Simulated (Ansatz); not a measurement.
A series of calculations on C$_{2}$H$_{5}$BrSi

### Relaxation

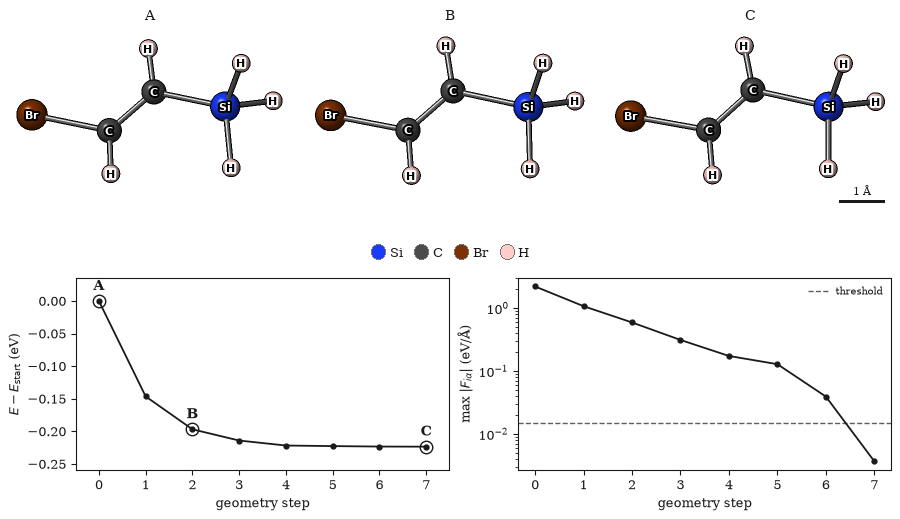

Frames of a relaxation of C$_{2}$H$_{5}$BrSi, marked on the history of the run. The picture is a ball-and-stick view, seen at a tilt.

The run prepares an end point of a later path (torsion) calculation, from a guessed geometry.

All numbers below come from RKS B3LYP-D4/def2-SVP (Ansatz). Set-up: no spin polarisation; force threshold 0.015 eV/Å; at most 40 steps.

**What happens along the run?**

An H atom moves most after the best rigid fit: 0.12 Å. Largest moves by element: H 0.12 Å, Si 0.08 Å, C 0.05 Å, Br 0.05 Å. Some distances before and after: C–Si 1.774 → 1.875 Å, C–H 1.050 → 1.097 Å, Br–C 1.874 → 1.902 Å, C–H 1.071 → 1.093 Å. Bond angles that change, for instance: C–Si–H 113.8° → 108.9°, Si–C–H 115.0° → 119.5°, H–Si–H 106.2° → 109.5°. After 7 geometry steps the energy has fallen by 0.223 eV. The largest force component goes from 2.2 to 0.0037 eV/Å. Cost: 19 s on 2 threads of Intel(R) Xeon(R) Platinum 8488C (Sapphire Rapids), on a shared host, peak memory 0.25 GiB. From step 0 to 2: an H atom moves most (0.08 Å), energy −0.197 eV. From step 2 to 7: an H atom moves most (0.05 Å), energy −0.027 eV.

### Relaxation

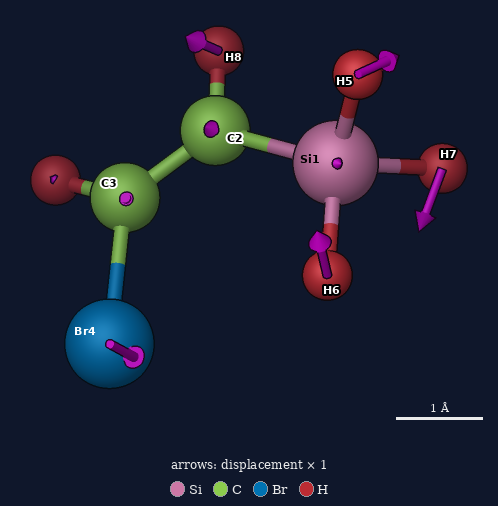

A relaxation of C₂H₅BrSi. The starting structure is drawn; purple arrows show the displacements, at their true length. The two geometries are superimposed by the best rigid fit.

The picture is a ball-and-stick view, seen at a tilt.

The run prepares an end point of a later path (torsion) calculation, from a guessed geometry.

Level of theory: RKS B3LYP-D4/def2-SVP (Ansatz 0.2.0). Settings: no spin polarisation; force threshold 0.015 eV/Å; at most 40 steps.

Question: What happened in the run?

Answer: The Br atom moves most after the best rigid fit: 0.88 Å. Largest moves by element: Br 0.88 Å, H 0.84 Å, C 0.23 Å, Si 0.11 Å. Some distances before and after: C–Si 1.774 → 1.883 Å, Br–Si 3.407 → 3.502 Å, C–H 1.050 → 1.098 Å, Br–C 1.874 → 1.904 Å. Among the angles between lasting bonds that change: C–C–H 120.6° → 115.0°, C–Si–H 112.4° → 107.9°, Si–C–H 115.0° → 118.6°. Groups turn about C–Si by about 60°. Over 21 accepted moves (25 points after the start) the energy falls by 0.327 eV. Largest force component: 2.5 eV/Å at the start, 0.0045 eV/Å at the end. The line search rejected the trial steps at points 7, 9, 20, 24 of the run. The forces were under the threshold at step 6, but the run went on from there.

### Path

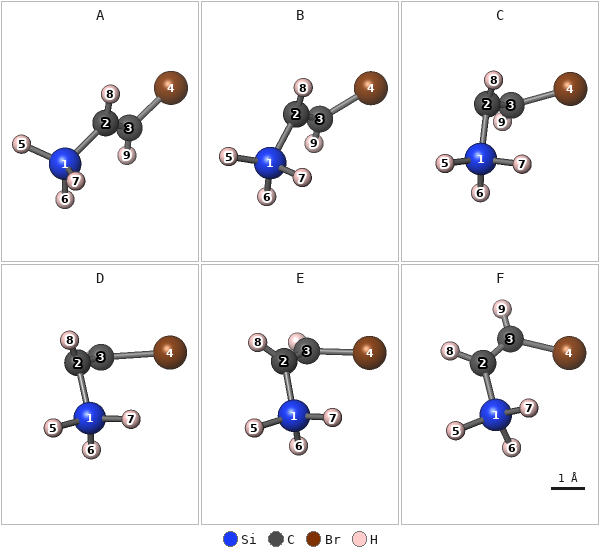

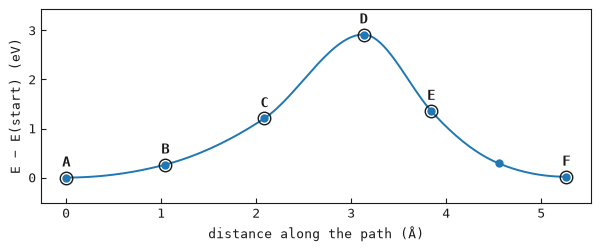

A nudged-elastic-band calculation for C$_{2}$H$_{5}$BrSi. Images are numbered from 0 (start) to 6 (end). Frames A to F are images 0, 1, 2, 3, 4, 6. Style: ball-and-stick. Shown from a free direction.

The calculation used Ansatz, RKS B3LYP-D4/def2-SVP.

The input:
```yaml
crystal:
  periodic: [false, false, false]
  atoms:
    - { symbol: Si, position_ang: [-0.523669, 1.271171, -0.085656] }
    - { symbol: C, position_ang: [-0.156712, -0.495325, 0.426276] }
    - { symbol: C, position_ang: [0.773547, -1.228671, -0.189835] }
    - { symbol: Br, position_ang: [1.195784, -3.023976, 0.274831] }
    - { symbol: H, position_ang: [-0.290361, 2.203811, 1.055838] }
    - { symbol: H, position_ang: [0.37012, 1.63929, -1.22087] }
    - { symbol: H, position_ang: [-1.948407, 1.406915, -0.508907] }
    - { symbol: H, position_ang: [-0.718239, -0.945558, 1.2538] }
    - { symbol: H, position_ang: [1.386437, -0.874057, -1.022576] }
basis:
  gaussian: { orbitals: def2-SVP }
hamiltonian:
  xc: b3lyp
  dispersion: d4
neb:
  order_check: false
  images: 5
  f_tol: 0.03
  max_iterations: 60
  initial_path: idpp
  final_atoms:
    - { symbol: Si, position_ang: [-0.52207875, 1.19263503, -0.18766756] }
    - { symbol: C, position_ang: [0.18409282, -0.32079093, 0.68169956] }
    - { symbol: C, position_ang: [0.63650967, -1.43145773, 0.09512104] }
    - { symbol: Br, position_ang: [0.6489558, -1.69276925, -1.79079777] }
    - { symbol: H, position_ang: [-0.89619889, 2.18827698, 0.85746956] }
    - { symbol: H, position_ang: [0.48815947, 1.7992873, -1.10044785] }
    - { symbol: H, position_ang: [-1.73504244, 0.83352216, -0.97610251] }
    - { symbol: H, position_ang: [0.2418469, -0.31835977, 1.7783043] }
    - { symbol: H, position_ang: [1.04225541, -2.29674379, 0.62532222] }
```

Launched with:
```bash
ansatz run input.yaml --threads 2 --pin off --max-ram 3072MiB --backend cpu --events-out ev --progress --plain --runs-dir out
```

### Read off the barrier and say what moves.

The energy climbs by 2.92 eV to image 3 and then falls by 2.90 eV, so the end point sits at +0.02 eV. The motion is a rotation about the C2–C3 bond by about 180°, with a turn of about 60° about Si1–C2. No bond forms or breaks between the ends. Bond angles that change up to the highest image, for instance: Br4–C3–H9 111.6° → 97.5°, Si1–C2–C3 121.9° → 107.9°. The band converged in 31 iterations. The largest component of the band force went from 2.1 to 0.024 eV/Å. The climbing image converged on the top of the path. Its vibrational analysis gives one imaginary mode (1396i cm⁻¹), as a transition state must have.

The run took 4.7 min on 2 threads of Intel(R) Xeon(R) Platinum 8488C (Sapphire Rapids), with other jobs on the host, peak memory 0.26 GiB.
